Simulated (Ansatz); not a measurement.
# Series on rapidly quenched Fe77P23 (at. %), by quench rate

Does a slower quench leave a cell of lower energy?

Computed with Ansatz 0.2.0: Kohn-Sham DFT, PBE, PAW (set soft_2). Every run is a single point, with the atoms held where the recipe put them (cutoff of the plane-wave runs 420 eV, methfessel-paxton smearing of 0.15 eV, spin polarised).

First member: 66 atoms (51 Fe, 15 P) placed at random at 5.78 g/cm³, melted at 2200 K for 10 ps at fixed volume with the EAM Fe-P potential (Ackland et al., J. Phys.: Condens. Matter 16, S2629 (2004)). Quenched from 2200 K to 300 K at 10 K/ps and zero pressure, held 5 ps.

Last member: 66 atoms (51 Fe, 15 P) placed at random at 5.78 g/cm³, melted at 2200 K for 10 ps at fixed volume with the EAM Fe-P potential (Ackland et al., J. Phys.: Condens. Matter 16, S2629 (2004)). Quenched from 2200 K to 300 K at 1000 K/ps and zero pressure, held 5 ps.

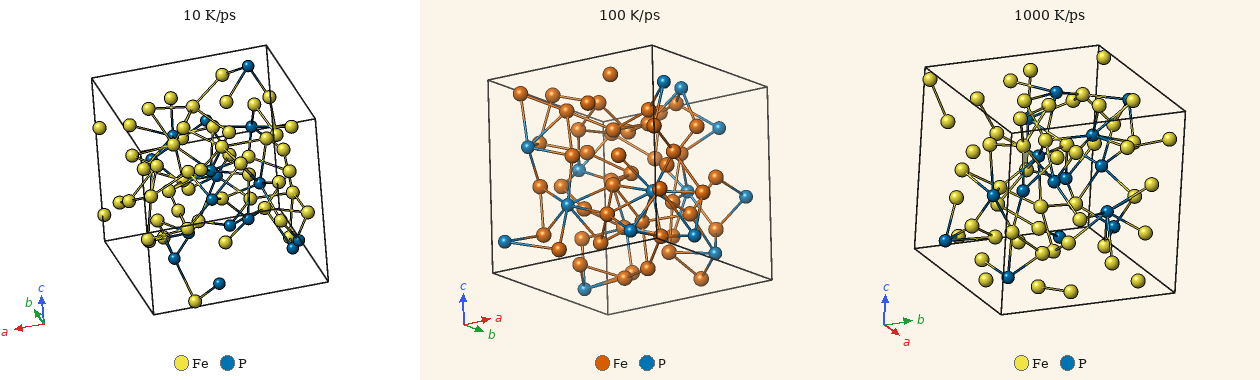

Three members of the series, labelled by quench rate. Bonds to atoms that aren't drawn are left out. Some periodic images of atoms are drawn too.

The members:

| quench rate (K/ps) | reduced formula | atoms | valence electrons | k-mesh | basis | density (g/cm³) |
| --- | --- | --- | --- | --- | --- | --- |
| 10 | Fe17P5 | 66 | 891 | 2×2×2 | plane waves | 6.12 |
| 30 | Fe17P5 | 66 | 891 | 2×2×2 | plane waves | 6.13 |
| 100 | Fe17P5 | 66 | 891 | 2×2×2 | plane waves | 6.22 |
| 300 | Fe17P5 | 66 | 891 | 2×2×2 | plane waves | 6.29 |
| 1000 | Fe17P5 | 66 | 891 | 2×2×2 | plane waves | 6.10 |

Each cell is one sample from a classical run, so sample-to-sample scatter enters every column; pressures lack the kinetic term.

The input of the first member, without its atom lines; other members have their own cell and atoms, and may differ in mesh, basis and outputs:

```yaml
crystal:
  lattice:
    - [9.64913, 0.0, 0.0]
    - [0.0, 9.64913, 0.0]
    - [0.0, 0.0, 9.64913]
  atoms:
    [... 66 lines ...]
magnetization:
  spin_polarized: true
kpoints:
  mp_grid: { grid: [2, 2, 2] }
hamiltonian:
  xc: pbe
scf:
  occupations: { method: methfessel_paxton, width: 0.15 }
  lower_state_search: "off"
output:
  forces: true
  stress: true
  populations: true
  dos:
    method: { smearing: { sigma: 0.1 } }
    de: 0.1
    projected: { site_lists: { Fe: [Fe], P: [P] } }
  eigenvalues: true
  write_density: true
  write_potential: true
  volumetric_format: npy
```

Q: What do these runs give, and what do they cost?

Results:

| quench rate (K/ps) | energy less the first member's (meV/atom) | pressure (GPa) | r.m.s. force (eV/Å) | moment (μB) |
| --- | --- | --- | --- | --- |
| 10 | 0.0 | -4.27 | 0.615 | 111 |
| 30 | -26.8 | -5.42 | 0.545 | 111 |
| 100 | -27.0 | -5.37 | 0.619 | 111 |
| 300 | -50.1 | -4.84 | 0.558 | 111 |
| 1000 | 15.6 | -6.68 | 0.571 | 113 |

Bonds in each cell, which the recipe sets and DFT didn't move; cutoffs follow each cell's own g(r) within set bounds (mean length in Å, and neighbours of the second kind about the first):

| quench rate (K/ps) | Fe-Fe length | Fe-Fe count | Fe-P length | Fe-P count |
| --- | --- | --- | --- | --- |
| 10 | 2.641 | 10.43 | 2.457 | 1.67 |
| 30 | 2.673 | 10.63 | 2.435 | 1.69 |
| 100 | 2.657 | 10.16 | 2.447 | 1.82 |
| 300 | 2.684 | 10.51 | 2.443 | 1.92 |
| 1000 | 2.664 | 9.53 | 2.458 | 1.92 |

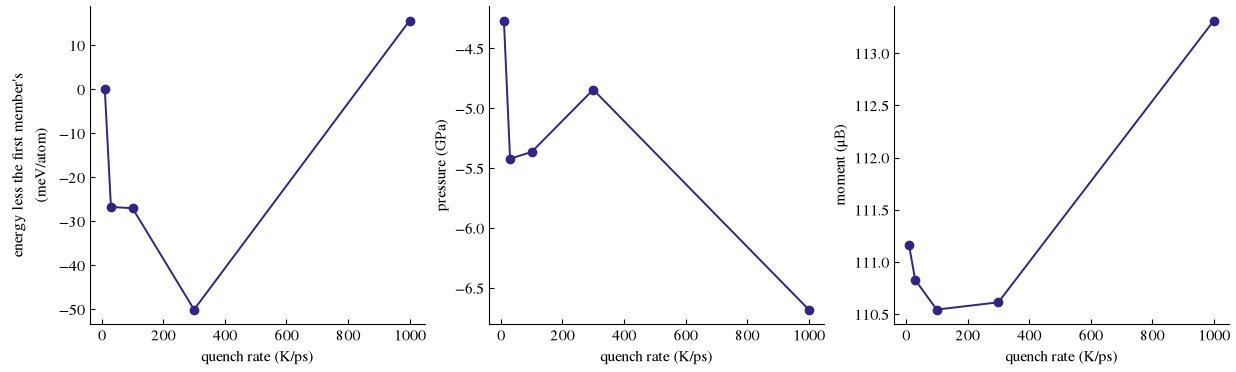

Results against quench rate.

Cost:

| quench rate (K/ps) | atoms | basis | k-mesh | SCF cycles | time | host memory (GiB) | hardware |
| --- | --- | --- | --- | --- | --- | --- | --- |
| 10 | 66 | plane waves | 2×2×2 | 41 | 3.6 min | 11 | 8 threads of Intel Xeon 6975P-C (Granite Rapids) |
| 30 | 66 | plane waves | 2×2×2 | 41 | 3.7 min | 11 | 8 threads of Intel Xeon 6975P-C (Granite Rapids) |
| 100 | 66 | plane waves | 2×2×2 | 46 | 4 min | 11 | 8 threads of Intel Xeon 6975P-C (Granite Rapids) |
| 300 | 66 | plane waves | 2×2×2 | 38 | 3.7 min | 11 | 8 threads of Intel Xeon 6975P-C (Granite Rapids) |
| 1000 | 66 | plane waves | 2×2×2 | 32 | 29 min | 11 | 8 threads of Arm Neoverse N1 |

Times include the outputs that each run asked for, on hosts shared with other jobs.

What the series shows: The energy against the first member is lowest at 300 K/ps (-50.1 meV/atom) and highest at 1000 K/ps (15.6 meV/atom), with no steady trend; each member is a single configuration. The slowest quench doesn't give the lowest energy; that at 300 K/ps does, by 50.1 meV/atom, which single samples of this size can't show to be real. The pressure is lowest at 1000 K/ps (-6.7 GPa) and highest at 10 K/ps (-4.3 GPa). All of the 5 members have partly filled levels at the Fermi energy, where the frontier levels stand at most 0.013 eV apart and the tails of the smearing reach across.

Caveats: The network of bonds at the start is that of the classical potential that made the cell, and needn't be the one that DFT or experiment would give. For 4 of the 5 members: in the spin-polarised runs the search for a state of lower energy was switched off. The program left the stability of some magnetic solutions unchecked, or ended on moments of another size or direction than seeded. The cells aren't relaxed by DFT, which could reorder their energies. The starting order of the moments was set by the recipe and needn't be the real material's. Even the slowest of these quenches is many orders faster than a laboratory quench.

[Logs are printed without paths, hosts, clocks, repeated set-up lines and the standing remarks that a program may print on its own settings, such as how far it seeks lower states.]

[Hosts, paths, dates, database ids (printed as entryN), source tags and the programs' standing remarks are cut or masked in the printed files.]
